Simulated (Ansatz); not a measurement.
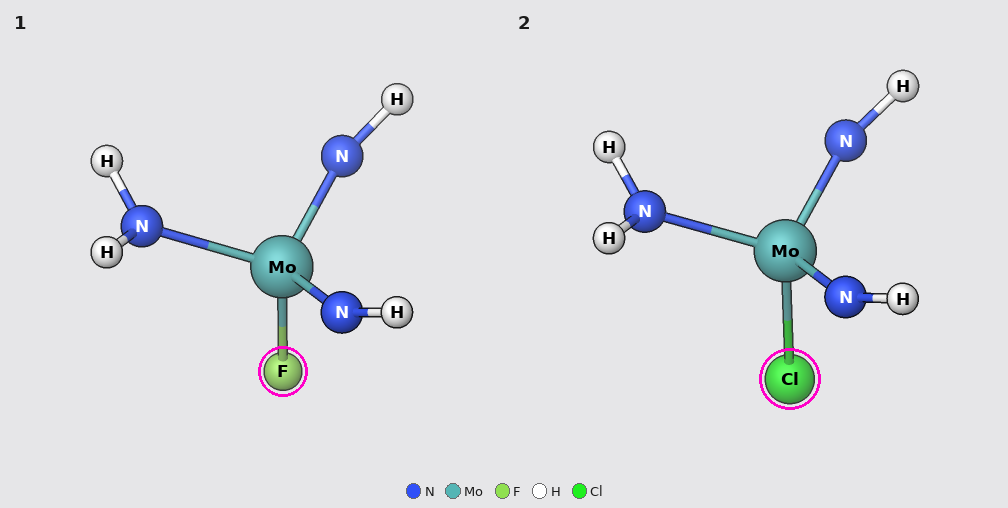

2 molecules with one skeleton, seen from the same side and at one scale; the atom that differs is circled. Each species is neutral and a spin singlet. Computed geometries: PBE0-D4/def2-TZVP optimisations, one conformation each. Properties computed with Ansatz 0.2.0. Elements past Kr carry core potentials.

One atom differs, called X below: F in panel 1, Cl in panel 2. Their formulas are FH4MoN3 (`[NH]=[Mo](=[NH])([NH2])[F]`), ClH4MoN3 (`[NH]=[Mo](=[NH])([NH2])[Cl]`).

Question: In which is the length of X–Mo larger (PBE0-D4/def2-TZVP)?

Answer: In panel 2 (X = Cl).

Question: In which is the dipole moment larger (r2SCAN-D4/def2-TZVPP)?

Answer: In panel 2 (X = Cl).

Give the values. With PBE0-D4/def2-TZVP: length of X–Mo (Å), mean angle N–Mo–X (°), harmonic zero-point energy (kJ/mol). With PBE0-D4/def2-TZVPP: HOMO energy (Kohn–Sham orbital) (eV), HOMO–LUMO gap (eV). With r2SCAN-D4/def2-TZVPP: dipole moment (D).

```
                            quantity  1 (F)  2 (Cl)   2 − 1
                  length of X–Mo (Å)  1.871   2.293  +0.422
               mean angle N–Mo–X (°)  110.5   110.1    −0.4
HOMO energy (Kohn–Sham orbital) (eV)  −7.70   −7.68   +0.02
                  HOMO–LUMO gap (eV)   6.41    6.06   −0.35
                   dipole moment (D)   3.20    3.57   +0.37
 harmonic zero-point energy (kJ/mol)  146.7   144.4    −2.3
```
